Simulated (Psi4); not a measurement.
## Polarizability calculation, with input and output: AlH₂O

AlH₂O, multiplicity 2, computed with BOP/cc-pCVTZ, UKS (Psi4 1.11).

The geometry comes from this level: PBE0-D4/def2-TZVP.

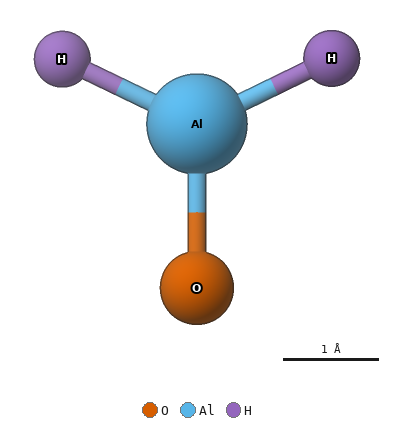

Figure 1. The structure as given in the input (ball-and-stick view, seen on its broad side). Sticks mark near contacts. Bond lengths as drawn: Al–H 1.58 Å and Al–O 1.73 Å.

**Input file (job.py)**
```python
import psi4

psi4.set_memory('1600 MB')
psi4.set_num_threads(1)
psi4.core.set_output_file('output.dat', False)

geom = psi4.geometry("""
0 2
O
Al 1 1.727343
H 2 1.578466 1 115.84472
H 2 1.578395 3 128.30893 1 -179.98752
""")

psi4.set_options({
    'reference': 'uks',
    'scf_type': 'df',
})

e_tot, wfn = psi4.properties("bop/cc-pCVTZ", properties=['dipole_polarizabilities'], molecule=geom, return_wfn=True)
print(f'bop/cc-pCVTZ energy: {e_tot:.10f} Eh')
for k, v in sorted(psi4.core.scalar_variables().items()):
    print(f'{k:45s} {v:18.10f}')
```

Hardware: 1 thread of AMD EPYC (Zen 3), 24 GiB of memory available, shared host.

Launched with:
```bash
python job.py
```

**Output**
```
=> Loading Basis Set <=

    Name: CC-PCVTZ
    Role: ORBITAL
    Keyword: BASIS

         ---------------------------------------------------------
                                   SCF
                              UKS Reference
                        1 Threads,   1525 MiB Core
         ---------------------------------------------------------

  ==> Geometry <==

    Molecular point group: c1
    Full point group: C1

    Geometry (in Angstrom), charge = 0, multiplicity = 2:

       Center              X                  Y                   Z               Mass
    ------------   -----------------  -----------------  -----------------  -----------------
         O           -0.000006042949     0.000001870109    -1.144091483852    15.994914619570
         AL          -0.000006042949     0.000001870109     0.583251516148    26.981538530000
         H           -0.000006042949    -1.420584057628     1.271358001420     1.007825032230
         H            0.000263731055     1.420504310999     1.271367435650     1.007825032230

  Running in c1 symmetry.

  Rotational constants: A =      4.14450  B =      0.50513  C =      0.45025 [cm^-1]
  Rotational constants: A = 124248.90271  B =  15143.28892  C =  13498.15232 [MHz]
  Nuclear repulsion =   43.785126945376966

  Charge       = 0
  Multiplicity = 2
  Electrons    = 23
  Nalpha       = 12
  Nbeta        = 11

  ==> Algorithm <==

  SCF Algorithm Type is DF.
  DIIS enabled.
  MOM disabled.
  Fractional occupation disabled.
  Guess Type is SAD.
  Energy threshold   = 1.00e-06
  Density threshold  = 1.00e-06
  Integral threshold = 1.00e-12

  ==> Primary Basis <==

  Basis Set: CC-PCVTZ
    Blend: CC-PCVTZ
    Number of shells: 46
    Number of basis functions: 130
    Number of Cartesian functions: 148
    Spherical Harmonics?: true
    Max angular momentum: 3

  ==> DFT Potential <==

   => LibXC <=

    Version 7.1.2

   => Composite Functional: BOP <=

    BOP GGA Exchange-Correlation Functional

    Deriv               =              1
    GGA                 =           TRUE
    Meta                =          FALSE

    Exchange Hybrid     =          FALSE
    MP2 Hybrid          =          FALSE

   => Exchange Functionals <=

    1.0000     XC_GGA_X_B88

   => Correlation Functionals <=

    1.0000   XC_GGA_C_OP_B88

   => LibXC Density Thresholds  <==

    XC_GGA_C_OP_B88:  1.00E-14
    XC_GGA_X_B88:  1.00E-15

   => Molecular Quadrature <=

    Radial Scheme          =       TREUTLER
    Pruning Scheme         =           NONE
    Nuclear Scheme         =       TREUTLER

    Blocking Scheme        =         OCTREE
    BS radius alpha        =              1
    Pruning alpha          =              1
    Radial Points          =             75
    Spherical Points       =            302
    Total Points           =          87785
    Total Blocks           =            713
    Max Points             =            256
    Max Functions          =            130
    Weights Tolerance      =       1.00E-15

   => Loading Basis Set <=

    Name: (CC-PCVTZ AUX)
    Role: JKFIT
    Keyword: DF_BASIS_SCF

  ==> Integral Setup <==

  DFHelper Memory: AOs need 0.033 GiB; user supplied 0.885 GiB.
  SCF_SUBTYPE=INCORE selected. In-core MEM_DF algorithm will be used.
  Using in-core AOs.

  ==> MemDFJK: Density-Fitted J/K Matrices <==

    J tasked:                   Yes
    K tasked:                    No
    wK tasked:                   No
    Memory [MiB]:               905
    Algorithm:                 Core
    Schwarz Cutoff:           1E-12
    Mask sparsity (%):       3.9290
    Fitting Condition:        1E-10

   => Auxiliary Basis Set <=

  Basis Set: (CC-PCVTZ AUX)
    Blend: DEF2-UNIVERSAL-JKFIT
    Number of shells: 75
    Number of basis functions: 241
    Number of Cartesian functions: 288
    Spherical Harmonics?: true
    Max angular momentum: 4

  Cached 100.0% of DFT collocation blocks in 0.233 [GiB].

  Minimum eigenvalue in the overlap matrix is 2.5184113395E-03.
  Reciprocal condition number of the overlap matrix is 5.4269283145E-04.
    Using symmetric orthogonalization.

  ==> Pre-Iterations <==

  SCF Guess: Superposition of Atomic Densities via on-the-fly atomic UHF (no occupation information).

   -------------------------
    Irrep   Nso     Nmo
   -------------------------
     A        130     130
   -------------------------
    Total     130     130
   -------------------------

  ==> Iterations <==

                           Total Energy        Delta E     RMS |[F,P]|

   @DF-UKS iter SAD:  -318.21058506599036   -3.18211e+02   0.00000e+00
   @DF-UKS iter   1:  -318.32564946319383   -1.15064e-01   8.08536e-03 ADIIS/DIIS
   @DF-UKS iter   2:  -310.05167304633926    8.27398e+00   1.85232e-02 ADIIS/DIIS
   @DF-UKS iter   3:  -318.55120212504221   -8.49953e+00   4.08215e-03 ADIIS/DIIS
   @DF-UKS iter   4:  -318.69812464597584   -1.46923e-01   3.53598e-03 ADIIS/DIIS
   @DF-UKS iter   5:  -318.78711622210011   -8.89916e-02   1.69782e-03 ADIIS/DIIS
   @DF-UKS iter   6:  -318.81235485214779   -2.52386e-02   7.78815e-04 ADIIS/DIIS
   @DF-UKS iter   7:  -318.81738821715862   -5.03337e-03   9.93466e-05 DIIS
   @DF-UKS iter   8:  -318.81750869009744   -1.20473e-04   2.73978e-05 DIIS
   @DF-UKS iter   9:  -318.81752034000880   -1.16499e-05   4.84860e-06 DIIS
   @DF-UKS iter  10:  -318.81752066593020   -3.25921e-07   1.18973e-06 DIIS
   @DF-UKS iter  11:  -318.81752068240581   -1.64756e-08   2.01298e-07 DIIS
  Energy and wave function converged.

  ==> Post-Iterations <==

   Electrons on quadrature grid:
      Nalpha   =   11.9999987057 ; deviation = -1.294e-06
      Nbeta    =   10.9999990799 ; deviation = -9.201e-07
      Ntotal   =   22.9999977856 ; deviation = -2.214e-06

   @Spin Contamination Metric:   3.948824203E-03
   @S^2 Expected:                7.500000000E-01
   @S^2 Observed:                7.539488242E-01
   @S   Expected:                5.000000000E-01
   @S   Observed:                5.000000000E-01

    Orbital Energies [Eh]
    ---------------------

    Alpha Occupied:

       1A    -55.422372     2A    -18.794998     3A     -3.941128
       4A     -2.553578     5A     -2.545994     6A     -2.544945
       7A     -0.847076     8A     -0.378490     9A     -0.331846
      10A     -0.296188    11A     -0.280775    12A     -0.276404

    Alpha Virtual:

      13A     -0.065945    14A     -0.007757    15A      0.004698
      16A      0.082140    17A      0.082988    18A      0.118371
      19A      0.147116    20A      0.172878    21A      0.175491
      22A      0.192189    23A      0.236709    24A      0.275728
      25A      0.307722    26A      0.372903    27A      0.400769
      28A      0.556887    29A      0.593600    30A      0.594580
      31A      0.613693    32A      0.629471    33A      0.656914
      34A      0.679789    35A      0.704480    36A      0.711587
      37A      0.745591    38A      0.756735    39A      0.797276
      40A      0.834003    41A      0.837896    42A      0.863867
      43A      0.939344    44A      1.027712    45A      1.034873
      46A      1.053012    47A      1.182266    48A      1.277421
      49A      1.357910    50A      1.402603    51A      1.510305
      52A      1.589030    53A      1.700446    54A      1.735813
      55A      1.815476    56A      1.883202    57A      1.924070
      58A      2.172693    59A      2.536164    60A      2.630555
      61A      3.157991    62A      3.192517    63A      3.230376
      64A      3.237514    65A      3.309023    66A      3.311504
      67A      3.336871    68A      3.417831    69A      3.485712
      70A      3.514553    71A      3.551288    72A      3.559670
      73A      3.768612    74A      3.813633    75A      3.824205
      76A      3.828484    77A      4.132080    78A      4.274541
      79A      4.401000    80A      4.591017    81A      4.650996
      82A      4.766204    83A      4.771146    84A      4.874409
      85A      4.995121    86A      5.004229    87A      5.020008
      88A      5.026263    89A      5.080887    90A      5.093632
      91A      5.141411    92A      5.221423    93A      6.081775
      94A      6.114572    95A      6.378164    96A      6.429874
      97A      6.546711    98A      6.819149    99A      8.574875
     100A      8.934238   101A      8.970155   102A     18.080010
     103A     18.084171   104A     18.084451   105A     18.085070
     106A     18.086424   107A     18.097831   108A     18.105602
     109A     21.692531   110A     21.695950   111A     21.811279
     112A     21.845391   113A     21.882214   114A     24.718955
     115A     24.723625   116A     25.080611   117A     26.986628
     118A     33.796358   119A     34.102104   120A     34.126235
     121A     42.404343   122A     42.407157   123A     42.506562
     124A     42.510110   125A     42.515784   126A     42.644366
     127A    135.540436   128A    135.551988   129A    135.793643
     130A    145.467095

    Beta Occupied:

       1A    -55.422594     2A    -18.774550     3A     -3.941373
       4A     -2.553943     5A     -2.546302     6A     -2.545206
       7A     -0.797838     8A     -0.370774     9A     -0.291902
      10A     -0.278185    11A     -0.257013

    Beta Virtual:

      12A     -0.217422    13A     -0.065295    14A     -0.004252
      15A      0.006120    16A      0.082890    17A      0.090317
      18A      0.118375    19A      0.153772    20A      0.171766
      21A      0.179586    22A      0.192536    23A      0.237466
      24A      0.278558    25A      0.311552    26A      0.375810
      27A      0.405457    28A      0.561364    29A      0.594763
      30A      0.597114    31A      0.629842    32A      0.650304
      33A      0.656963    34A      0.680031    35A      0.712378
      36A      0.718349    37A      0.748614    38A      0.770370
      39A      0.800263    40A      0.833271    41A      0.840037
      42A      0.871010    43A      0.943606    44A      1.032893
      45A      1.053682    46A      1.054155    47A      1.191337
      48A      1.290356    49A      1.363447    50A      1.409098
      51A      1.548269    52A      1.626590    53A      1.699860
      54A      1.736084    55A      1.818824    56A      1.887940
      57A      1.957821    58A      2.188133    59A      2.548345
      60A      2.642509    61A      3.167052    62A      3.202277
      63A      3.240300    64A      3.247247    65A      3.318695
      66A      3.321343    67A      3.347143    68A      3.479275
      69A      3.508497    70A      3.539656    71A      3.570087
      72A      3.583970    73A      3.787281    74A      3.825411
      75A      3.835848    76A      3.842008    77A      4.152050
      78A      4.285836    79A      4.412572    80A      4.592032
      81A      4.651362    82A      4.792509    83A      4.799232
      84A      4.885856    85A      5.059755    86A      5.062796
      87A      5.068747    88A      5.069089    89A      5.092713
      90A      5.103431    91A      5.162190    92A      5.266671
      93A      6.170304    94A      6.213706    95A      6.394178
      96A      6.513297    97A      6.584002    98A      6.824016
      99A      8.574086   100A      8.934062   101A      8.970632
     102A     18.079871   103A     18.084068   104A     18.084315
     105A     18.084901   106A     18.086300   107A     18.097722
     108A     18.105503   109A     21.692117   110A     21.695496
     111A     21.810903   112A     21.845165   113A     21.881814
     114A     24.736972   115A     24.803573   116A     25.097792
     117A     27.032613   118A     33.795958   119A     34.101849
     120A     34.126044   121A     42.465879   122A     42.473993
     123A     42.515023   124A     42.525719   125A     42.567106
     126A     42.662733   127A    135.546889   128A    135.583178
     129A    135.799665   130A    145.486203

    Final Occupation by Irrep:
              A
    DOCC [    11 ]
    SOCC [     1 ]
    NA   [    12 ]
    NB   [    11 ]

  @DF-UKS Final Energy:  -318.81752068240581

   => Energetics <=

    Nuclear Repulsion Energy =             43.7851269453769660
    One-Electron Energy =                -529.2142643476141757
    Two-Electron Energy =                 194.5262677459892871
    DFT Exchange-Correlation Energy =     -27.9146510261579053
    Empirical Dispersion Energy =           0.0000000000000000
    VV10 Nonlocal Energy =                  0.0000000000000000
    Total Energy =                       -318.8175206824058137

  UHF NO Occupations:
  HONO-2 :   10  A 1.9994878
  HONO-1 :   11  A 1.9992009
  HONO-0 :   12  A 1.0000000
  LUNO+0 :   13  A 0.0007991
  LUNO+1 :   14  A 0.0005122
  LUNO+2 :   15  A 0.0003692
  LUNO+3 :   16  A 0.0002227

Computation Completed

Properties will be evaluated at   0.000000,   0.000000,   0.000000 [a0]

Properties computed using the BOP density matrix

 Multipole Moments:

 ------------------------------------------------------------------------------------
     Multipole            Electronic (a.u.)      Nuclear  (a.u.)        Total (a.u.)
 ------------------------------------------------------------------------------------

 L = 1.  Multiply by 2.5417464519 to convert [e a0] to [Debye]
 Dipole X            :         -0.0003815            0.0002472           -0.0001343
 Dipole Y            :          0.0001069           -0.0000765            0.0000304
 Dipole Z            :         -1.0503594            1.8373113            0.7869519
 Magnitude           :                                                    0.7869519

 ------------------------------------------------------------------------------------

         ---------------------------------------------------------
                       CPSCF Linear Response Solver
         ---------------------------------------------------------

   ==> Requested Responses <==

    Dipole polarizabilities

   ==> Coupled-Perturbed UKS Solver <==

    Maxiter             =         100
    Convergence         =   1.000E-06
    Number of equations =           6
   -----------------------------------------------------
     Iter   Residual RMS      Max RMS  Remain  Time [s]
   -----------------------------------------------------
    Guess      3.379e+00    4.603e+00       3         2
        1      1.235e+00    2.165e+00       3         4
        2      3.005e-01    5.903e-01       3         5
        3      6.940e-02    1.386e-01       3         7
        4      2.181e-02    4.060e-02       3         9
        5      1.011e-02    1.447e-02       3        11
        6      3.076e-03    4.930e-03       3        13
        7      5.787e-04    8.995e-04       3        14
        8      8.460e-05    1.387e-04       3        16
        9      1.835e-05    2.727e-05       3        18
       10      2.998e-06    4.734e-06       2        19
       11      1.404e-06    1.835e-06       2        21
       12      4.854e-07    3.895e-07       0        22
   -----------------------------------------------------

    Solver has converged.

   ==> Response Properties <==

    => Dipole polarizabilities <=

              X          Y          Z
    ----- ---------- ---------- ----------
      X     26.50733    0.00065    0.00077
      Y      0.00066   33.40310   -0.00128
      Z      0.00077   -0.00128   44.63929

	total time  =         29 seconds =       0.48 minutes
```

**Standard output**
```
bop/cc-pCVTZ energy: -318.8175206824 Eh
CURRENT ENERGY                                   -318.8175206824
CURRENT REFERENCE ENERGY                         -318.8175206824
DD SOLVATION ENERGY                                 0.0000000000
DFT FUNCTIONAL TOTAL ENERGY                      -318.8175206824
DFT TOTAL ENERGY                                 -318.8175206824
DFT VV10 ENERGY                                     0.0000000000
DFT XC ENERGY                                     -27.9146510262
DIPOLE POLARIZABILITY XX                           26.5073315606
DIPOLE POLARIZABILITY XY                            0.0006547725
DIPOLE POLARIZABILITY XZ                            0.0007694773
DIPOLE POLARIZABILITY YX                            0.0006565236
DIPOLE POLARIZABILITY YY                           33.4030994911
DIPOLE POLARIZABILITY YZ                           -0.0012771228
DIPOLE POLARIZABILITY ZX                            0.0007670574
DIPOLE POLARIZABILITY ZY                           -0.0012768745
DIPOLE POLARIZABILITY ZZ                           44.6392864824
GRID ELECTRONS ALPHA                               11.9999987057
GRID ELECTRONS BETA                                10.9999990799
GRID ELECTRONS TOTAL                               22.9999977856
NUCLEAR REPULSION ENERGY                           43.7851269454
ONE-ELECTRON ENERGY                              -529.2142643476
PCM POLARIZATION ENERGY                             0.0000000000
PE ENERGY                                           0.0000000000
SCF ITERATION ENERGY                             -318.8175206824
SCF ITERATIONS                                     11.0000000000
SCF TOTAL ENERGY                                 -318.8175206824
TWO-ELECTRON ENERGY                               194.5262677460
XC GRID RADIAL POINTS                              75.0000000000
XC GRID SPHERICAL POINTS                          302.0000000000
XC GRID TOTAL POINTS                            87785.0000000000
```

**Key numbers**

| quantity | value |
| --- | --- |
| outcome | converged |
| total energy | −318.817521 hartree |
| basis functions | 130 |
| ⟨S²⟩ | 0.754 |
| dipole moment | 2.00 D |
| wall time | 31 s |
| peak memory | 0.56 GiB |
